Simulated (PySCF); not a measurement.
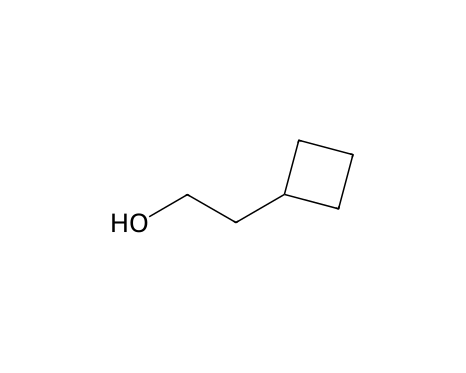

Computed geometry: GFN2-xTB optimisation. No frequency run is at hand to confirm it as a minimum. Method: PBE0/pcSseg-1, gas phase (PySCF 2.14.0).

What is the LUMO energy (Kohn–Sham orbital)?

1.34 eV.

What is the HOMO energy (Kohn–Sham orbital)?

−7.57 eV.

Estimate the dipole moment.

1.76 D.
